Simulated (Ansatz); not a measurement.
# Si2N2H8 (SMILES N[SiH2][SiH2]N): PBE/6-31G(d) (spherical functions)

What is the vertical singlet–triplet gap of Si2N2H8 at PBE/6-31G* (spherical functions)? 

Program for the calculation: Ansatz 0.2.0.

41 further runs of the same task are left out: 41 set aside as unsound or not needed. Runs told in other sessions of the task aren't counted.

### 1 Starting point

The species is Si2N2H8 (12 atoms), meant as a singlet with charge 0. As SMILES, `N[SiH2][SiH2]N`. The shape is that of a PBE0-D4/def2-TZVP optimisation. This is one conformer, not always the lowest.

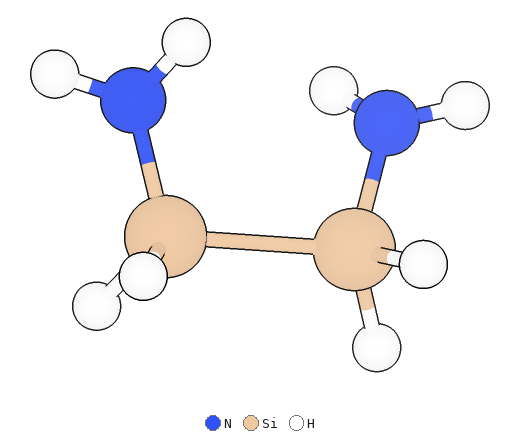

The structure, seen from a chosen angle (nitrogen blue, silicon light orange, hydrogen white).

### 2 The energy at PBE/6-31G(d) (spherical functions)

molecule.yaml reads:

```yaml
crystal:
  periodic: [false, false, false]
  atoms:
    - {symbol: "N", position_ang: [-1.097900, 1.361200, -0.600700]}
    - {symbol: Si, position_ang: [0.237500, 1.274800, 0.494900]}
    - {symbol: Si, position_ang: [0.906400, -0.977600, 0.422600]}
    - {symbol: N, position_ang: [-0.305600, -1.754400, -0.535700]}
    - {symbol: H, position_ang: [-1.011200, 0.880200, -1.483000]}
    - {symbol: H, position_ang: [-1.608700, 2.223300, -0.711100]}
    - {symbol: H, position_ang: [1.390800, 2.179400, 0.189700]}
    - {symbol: H, position_ang: [-0.252100, 1.681300, 1.841800]}
    - {symbol: H, position_ang: [1.090200, -1.519500, 1.806200]}
    - {symbol: H, position_ang: [2.216100, -1.161900, -0.262900]}
    - {symbol: H, position_ang: [-1.268400, -1.510600, -0.360100]}
    - {symbol: H, position_ang: [-0.219800, -2.731700, -0.767700]}
basis:
  gaussian:
    orbitals: 6-31G_st_-spherical.json
hamiltonian:
  xc: pbe
accuracy: high
output: {orbitals: {seedname: orbitals}}
```

The basis set 6-31G* is read from a file made from the Basis Set Exchange's data (not shown).

Command:

```console
ansatz run molecule.yaml --threads 1 --pin off --max-ram 2610MiB --events-out events.jsonl --progress --plain --runs-dir runs
```

What it wrote:

```text
Warning: RAYON_NUM_THREADS=1 ignored (pool sized by the plan → 1); use --threads N
Functional definition: PBE
  name "PBE"
  parameter kappa = 0.804
  parameter beta = 0.06672455060314922
  exchange = pbe_x(kappa = kappa, mu = beta*pi^2/3)
  correlation = pbe_c(beta = beta)
1921 factors; integrals over basis functions are off by at most 3.9e-9 eV
mean field evaluation 1: about -18839.1836 eV, gradient 8.2e1 eV
mean field evaluation 2: about -18786.9350 eV, gradient 1.6e2 eV
mean field evaluation 4: about -18852.8957 eV, gradient 4.9e0 eV
mean field evaluation 8: about -18852.9846 eV, gradient 5.3e-2 eV
mean field evaluation 16: about -18852.9846 eV, gradient 3.1e-6 eV
mean field -18852.98463805 eV, -692.8344064365 hartree, gradient 4.7e-8 eV, S^2 0.000000; 0 other end points of the search recorded, 0 dependent functions left out
reference -18852.98464212 eV, -692.8344065859 hartree; 25, 25 occupied and 55, 55 virtual orbitals, 1921 factors
Total energy: -18852.98464212 eV, -692.8344065859 hartree
```

It took 4.2 s on 1 thread of Intel Xeon 6975P-C (Granite Rapids), shared host; peak memory 0.23 GiB.

### 3 The triplet

in.yaml reads:

```yaml
basis:
  gaussian: {orbitals: 6-31G_st_-spherical.json}
crystal:
  periodic: [false, false, false]
  atoms:
    - {symbol: N, position_ang: [-1.097900, 1.361200, -0.600700]}
    - {symbol: Si, position_ang: [0.237500, 1.274800, 0.494900]}
    - {symbol: Si, position_ang: [0.906400, -0.977600, 0.422600]}
    - {symbol: N, position_ang: [-0.305600, -1.754400, -0.535700]}
    - {symbol: H, position_ang: [-1.011200, 0.880200, -1.483000]}
    - {symbol: H, position_ang: [-1.608700, 2.223300, -0.711100]}
    - {symbol: H, position_ang: [1.390800, 2.179400, 0.189700]}
    - {symbol: H, position_ang: [-0.252100, 1.681300, 1.841800]}
    - {symbol: H, position_ang: [1.090200, -1.519500, 1.806200]}
    - {symbol: H, position_ang: [2.216100, -1.161900, -0.262900]}
    - {symbol: H, position_ang: [-1.268400, -1.510600, -0.360100]}
    - {symbol: H, position_ang: [-0.219800, -2.731700, -0.767700]}
output: {orbitals: {seedname: orbitals}}
accuracy: high
hamiltonian: {xc: {name: PBE}}
magnetization: {spin_polarized: true, initial_magnetization: 2}
```

The basis set 6-31G* is read from a file made from the Basis Set Exchange's data (not shown).

Command:

```console
ansatz run in.yaml --threads 1 --pin off --max-ram 2610MiB --events-out events.jsonl --progress --plain --runs-dir runs
```

What it wrote, shortened:

```text
Warning: RAYON_NUM_THREADS=1 ignored (pool sized by the plan → 1); use --threads N
[... 6 set-up lines as earlier in the session ...]
1921 factors; integrals over basis functions are off by at most 3.9e-9 eV
mean field evaluation 1: about -18833.3223 eV, gradient 5.9e1 eV
mean field evaluation 2: about -18756.0099 eV, gradient 1.2e2 eV
mean field evaluation 4: about -18844.9212 eV, gradient 2.0e1 eV
mean field evaluation 8: about -18848.1796 eV, gradient 1.0e0 eV
mean field evaluation 16: about -18848.1775 eV, gradient 2.8e-2 eV
mean field evaluation 32: about -18848.1775 eV, gradient 6.1e-8 eV
mean field evaluation 64: about -18846.7096 eV, gradient 7.9e-2 eV
mean field -18848.17753051 eV, -692.6577484927 hartree, gradient 1.0e-8 eV, S^2 2.002279; 6 other end points of the search recorded, 0 dependent functions left out
reference -18848.17753516 eV, -692.6577486634 hartree; 26, 24 occupied and 54, 56 virtual orbitals, 1921 factors
Total energy: -18848.17753516 eV, -692.6577486634 hartree
```

Wall time 22 s (1 thread of Intel Xeon 6975P-C (Granite Rapids), shared host); peak memory 0.32 GiB.

### 4 Summary of results

At PBE/6-31G* (spherical functions):

```
                                        quantity          value
                           singlet: total energy  -692.83441 Eh
                            singlet: HOMO energy       -5.49 eV
                            singlet: LUMO energy       -0.62 eV
                          singlet: HOMO–LUMO gap        4.87 eV
                           triplet: total energy  -692.65775 Eh
     triplet: HOMO energy (highest over α and β)       -1.19 eV
                                   triplet: ⟨S²⟩          2.002
vertical energy of the triplet above the singlet       4.807 eV
```

What this shows: At this shape the triplet lies 4.81 eV (111 kcal/mol) above the singlet.
